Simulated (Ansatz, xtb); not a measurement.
A ladder of methods for C3H10Si (Si(iPr)H3)

The species is C3H10Si (14 atoms), meant as a singlet with charge 0. SMILES: `[H][Si]([H])([H])C(C)C`. The shape is that of a GFN2-xTB optimisation.

```jsonl
{"atom": "Si", "x (Å)": "0.1888", "y (Å)": "0.3581", "z (Å)": "-1.6604"}
{"atom": "C", "x (Å)": "0.1810", "y (Å)": "0.3368", "z (Å)": "0.2489"}
{"atom": "C", "x (Å)": "0.9640", "y (Å)": "-0.8531", "z (Å)": "0.7986"}
{"atom": "C", "x (Å)": "-1.2435", "y (Å)": "0.3252", "z (Å)": "0.7995"}
{"atom": "H", "x (Å)": "0.6684", "y (Å)": "1.2499", "z (Å)": "0.6100"}
{"atom": "H", "x (Å)": "1.9940", "y (Å)": "-0.8369", "z (Å)": "0.4486"}
{"atom": "H", "x (Å)": "0.5110", "y (Å)": "-1.7899", "z (Å)": "0.4792"}
{"atom": "H", "x (Å)": "0.9752", "y (Å)": "-0.8389", "z (Å)": "1.8889"}
{"atom": "H", "x (Å)": "-1.2367", "y (Å)": "0.3473", "z (Å)": "1.8896"}
{"atom": "H", "x (Å)": "-1.8046", "y (Å)": "1.1877", "z (Å)": "0.4459"}
{"atom": "H", "x (Å)": "-1.7679", "y (Å)": "-0.5750", "z (Å)": "0.4845"}
{"atom": "H", "x (Å)": "1.5730", "y (Å)": "0.3583", "z (Å)": "-2.1390"}
{"atom": "H", "x (Å)": "-0.4990", "y (Å)": "1.5622", "z (Å)": "-2.1320"}
{"atom": "H", "x (Å)": "-0.5038", "y (Å)": "-0.8317", "z (Å)": "-2.1623"}
```

Quantity: the dipole moment, in D. The values are calculated.

```
                             level            kind  program  value (D)   CPU time
                          GFN2-xTB  semi-empirical      xtb       0.25  under 2 s
                          GFN0-xTB  semi-empirical      xtb       0.68  under 2 s
                          GFN1-xTB  semi-empirical      xtb       0.86  under 2 s
                         HF/STO-3G    Hartree–Fock   Ansatz       0.12      1.4 s
                          HF/3-21G    Hartree–Fock   Ansatz       0.57      2.5 s
                       HF/def2-SVP    Hartree–Fock   Ansatz       0.56       10 s
SVWN5/6-31G* (spherical functions)             LDA   Ansatz       0.75      7.9 s
B3LYP/6-31G* (spherical functions)   global hybrid   Ansatz       0.65       18 s
B3LYP/6-31G* (Cartesian functions)   global hybrid   Ansatz       0.65       14 s
                     PBE0/def2-SVP   global hybrid   Ansatz       0.65       17 s
```

The values span 0.12 to 0.86 D. Magnitudes only. Sets without polarisation functions give poor dipoles. Without the sets that lack polarisation functions the rows with a basis span only 0.56 to 0.75 D. CPU times are rough (shared hosts, several kinds of processor and program).

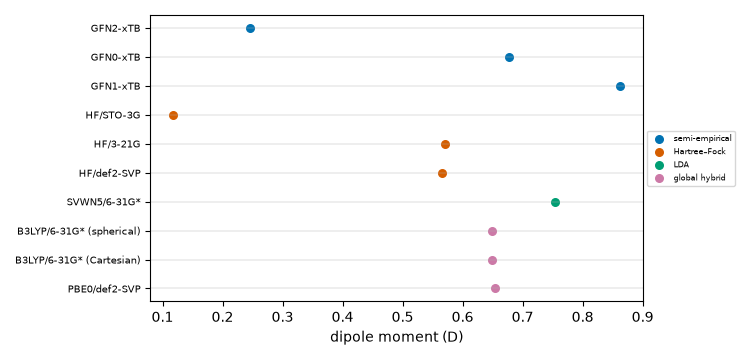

The values of the table, level by level.
